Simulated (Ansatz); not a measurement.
## Ligand exchange: GeH2(CH3)Cl + CH2ClF → GeH2(CH3)F + CH2Cl2

Gas-phase species: GeH2(CH3)Cl, singlet; CH2ClF (chlorofluoromethane) `FCCl`, singlet; GeH2(CH3)F, singlet; CH2Cl2 (dichloromethane) `ClCCl`, singlet. The partners trade Cl for F: Ge–Cl and C–F bonds give way to Ge–F and C–Cl.

Shapes, held fixed at every level: PBE0-D4/def2-TZVP. Programs: Ansatz 0.2.0. The zero-point and thermal change to 298 K, harmonic and unscaled (PBE0-D4/def2-TZVP), is -2.4 kJ/mol.

```json
{"level": "SPW92/def2-TZVPP", "kind": "LDA", "ΔH(298 K) (kJ/mol)": "+10.4", "less CCSD(T)/def2-TZVPP": "+5.0"}
{"level": "BHLYP-D4/def2-TZVPP", "kind": "global hybrid", "ΔH(298 K) (kJ/mol)": "+11.2", "less CCSD(T)/def2-TZVPP": "+5.8"}
{"level": "PBE0-D4/def2-TZVPP", "kind": "global hybrid", "ΔH(298 K) (kJ/mol)": "+11.1", "less CCSD(T)/def2-TZVPP": "+5.7"}
{"level": "r2SCAN0-D4/def2-TZVPP", "kind": "global hybrid", "ΔH(298 K) (kJ/mol)": "+11.2", "less CCSD(T)/def2-TZVPP": "+5.8"}
{"level": "MP2/def2-SVP", "kind": "perturbation theory", "ΔH(298 K) (kJ/mol)": "+7.1", "less CCSD(T)/def2-TZVPP": "+1.7"}
{"level": "CCSD(T)/def2-SVP", "kind": "coupled cluster or CI", "ΔH(298 K) (kJ/mol)": "+11.9", "less CCSD(T)/def2-TZVPP": "+6.5"}
{"level": "CCSD/def2-TZVPP", "kind": "coupled cluster or CI", "ΔH(298 K) (kJ/mol)": "+6.7", "less CCSD(T)/def2-TZVPP": "+1.3"}
{"level": "CCSD(T)/def2-TZVPP", "kind": "coupled cluster or CI", "ΔH(298 K) (kJ/mol)": "+5.4", "less CCSD(T)/def2-TZVPP": "0.0"}
```

The highest level, CCSD(T)/def2-TZVPP, gives ΔH(298 K) = +5.4 kJ/mol; the levels span +5.4 to +11.9. The column of differences is taken from that level and isn't an error. No measured value is set beside it here. Relativity is left out for Ge. Outer-core shells of Ge are correlated, in sets that cover them unevenly.

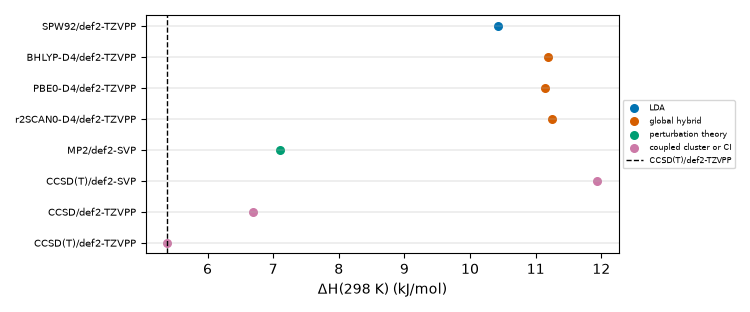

The values of the table, level by level.
